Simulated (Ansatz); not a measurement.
A relaxed structure of ReC. Space group P-6m2 (No. 187). All values below come from PBEsol (plane waves to 420 eV, PAW, scalar-relativistic; Ansatz, an electronic-structure program).

```xyz
6
Lattice="2.8518 0.0000 0.0000 -1.4259 2.4697 0.0000 0.0000 0.0000 8.4098" Properties=species:S:1:pos:R:3 pbc="T T T"
Re     0.0000     0.0000     2.8066
Re     0.0000     0.0000     5.6032
Re     0.0000     0.0000     0.0000
C      0.0000     1.6465     7.0429
C      0.0000     1.6465     1.3669
C      1.4259     0.8232     4.2049
```

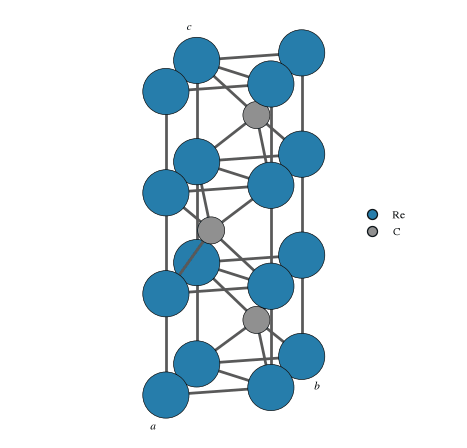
Figure: The conventional cell of the relaxed structure

```json
{
 "volume_per_atom": "9.87 Å³",
 "band_gap": "no gap (metallic)",
 "shortest_distances": "C–Re 2.14 Å; C–C 2.73 Å; Re–Re 2.80 Å",
 "k-mesh": "17×17×5"
}
```

Band energies at high-symmetry points (eV from the Fermi level; labels of this space group; no spin-orbit coupling), from −5 eV up to 1.2 eV:

| point | energies |
|---|---|
| Γ | -4.24 -4.24 -3.99 -3.99 -2.16 -2.16 -1.85 -1.62 -1.62 -0.14 0.07 0.85 0.85 |
| M | -4.43 -3.35 -2.38 -1.77 -0.05 |
| K | -4.98 -4.93 -2.86 -2.10 -1.91 -0.25 0.12 0.29 |
| A | -2.76 -2.76 -2.71 -2.71 -1.78 -1.69 -1.32 -1.32 -0.31 -0.31 |
| L | -4.29 -3.85 -3.72 -3.71 -2.58 |
| H | -3.30 -2.76 -2.47 -2.30 0.38 0.60 1.15 1.21 |

No spin polarisation in the result. The relaxed primitive cell holds an odd number of electrons. A magnetic state may lie lower.

It was reached from a disturbed copy of a P6₂22 (No. 180) cell, against which it lies -0.52 eV/atom.

The first start was generated by placing the elements on the sites of a structure type. Materials Project lists a structure of ReC in the same space group, P-6m2 (No. 187); the sites were not compared with it, nor with measured phases.
